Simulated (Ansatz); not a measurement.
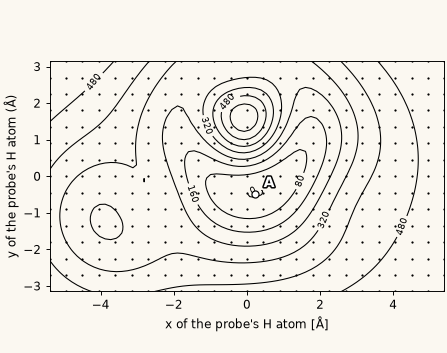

H₃LiMgSi (SMILES [Li][SiH2][MgH]) with the probe H2. The probe is moved over a plane parallel to the molecule's main plane, 2.87 Å above it. The first coordinate is: x of the probe's H atom; the second: y of the probe's H atom. Nothing is relaxed (molecule and probe rigid, the probe upright with H nearest the plane). The grid has 25 × 15 points. Energies are in cm⁻¹, from the lowest grid point. Computed with RKS PBE-D4/def2-SVPD in Ansatz.

Drawn: contour lines labelled in cm⁻¹, dots at the grid points, the point A. Between grid points the surface is interpolated.

### What is the easiest way out of the well at A, and how high is the barrier?

The easiest path leads from the well at about x of the probe's H atom = 0.23 Å, y of the probe's H atom = −0.49 Å to the well at about x of the probe's H atom = −3.88 Å, y of the probe's H atom = −1.29 Å, about 230 cm⁻¹ higher. Its highest point lies about 300 cm⁻¹ above the bottom of the first well on the interpolated surface, at about x of the probe's H atom = −2.26 Å, y of the probe's H atom = −1.50 Å. Seen from the upper well the barrier is about 74 cm⁻¹. This is the barrier on the constrained surface; relaxing the other coordinates would change it.

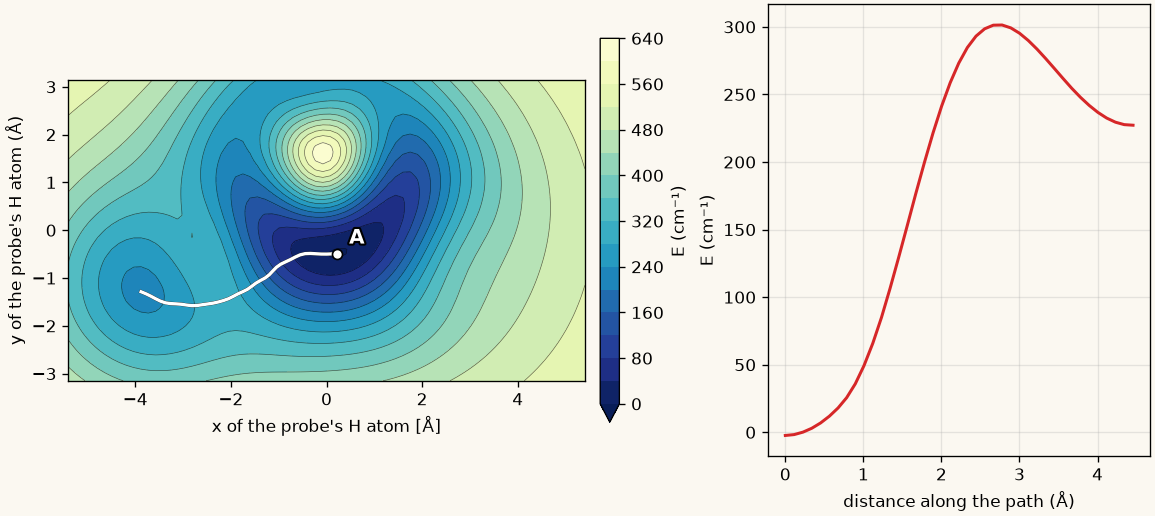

Drawn: filled contours, a line along the lowest path, the energy along the path at the right. Between grid points the surface is interpolated.
